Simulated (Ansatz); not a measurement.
In doubt: masses and optical values from hybrid runs of this build are listed as unsure (in some of the runs), which bears on the screening that GW takes from such a start; one-shot GW on d or f shells is unsure (in some of the runs), so the values of those runs are not to be relied on.

Consider TaAgO3 (R3c).

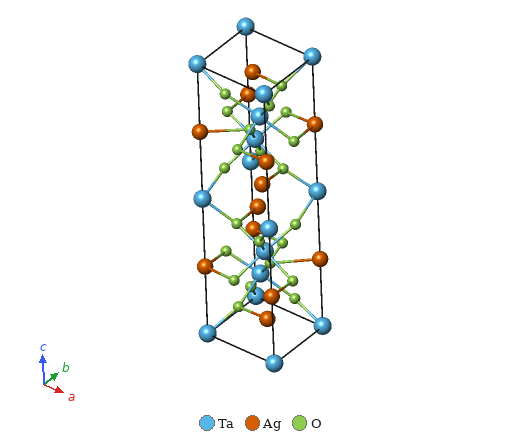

The structure (tantalum blue, silver orange, oxygen green). Bonds to atoms that aren't drawn are left out. Some periodic images of atoms are drawn too.

```cif
data_structure
_symmetry_space_group_name_H-M 'P 1'
_symmetry_Int_Tables_number 1
_cell_length_a 5.5758
_cell_length_b 5.5758
_cell_length_c 5.5758
_cell_angle_alpha 59.435
_cell_angle_beta 59.435
_cell_angle_gamma 59.435
_cell_volume 121.00
loop_
_atom_site_label
_atom_site_type_symbol
_atom_site_fract_x
_atom_site_fract_y
_atom_site_fract_z
_atom_site_occupancy
Ta1 Ta 0.99736 0.99736 0.99736 1
Ta2 Ta 0.49736 0.49736 0.49736 1
Ag3 Ag 0.24900 0.24900 0.24900 1
Ag4 Ag 0.74900 0.74900 0.74900 1
O5 O 0.81778 0.68563 0.25243 1
O6 O 0.25243 0.81778 0.68563 1
O7 O 0.68563 0.25243 0.81778 1
O8 O 0.75243 0.18563 0.31778 1
O9 O 0.18563 0.31778 0.75243 1
O10 O 0.31778 0.75243 0.18563 1
```

Geometry: measured cell, ions relaxed with LDA. The runs that relaxed it are not among those shown. Spin-orbit coupling is left out unless a run names it.

Gaps computed with Ansatz 0.2.0 without a self-energy: HSE06 3.42 eV.

Question: What gap should G0W0 on HSE06 give (4×4×4 mesh, 719 empty bands, screening to 190 eV, hard PAW files)?

About 3.80 eV: on its mesh the run moves the gap from 3.46 eV by +0.34 eV. A band edge moves to another state on the way. Bands and cutoff are finite, so the gap is not at the basis limit. The miss can reach some tenths of an eV and take either sign; the mesh is an error of its own. A d shell, filled or nearly so, lies near the gap. One-shot GW converges very slowly in bands there, not always from below, and on a semilocal start the gap tends to come out low; starts rich in exact exchange can overshoot instead. The many-body steps are scalar-relativistic: spin-orbit coupling is not in them.

[Paths, hosts, dates, memory and timing lines, banners, echoed tables and standing remarks are left out of the program output.]

[Logs are printed without paths, hosts, clocks, repeated set-up lines and the standing remarks that a program may print on its own settings, such as how far it seeks lower states.]

[Runs of the session that timed out or met a known fault of the program may be left out.]

[Cells called generated may have been cut or substituted from an entry of the Crystallography Open Database or the Materials Project.]

[Hosts, paths, dates, database ids (printed as entryN), source tags and the programs' standing remarks are cut or masked in the printed files.]
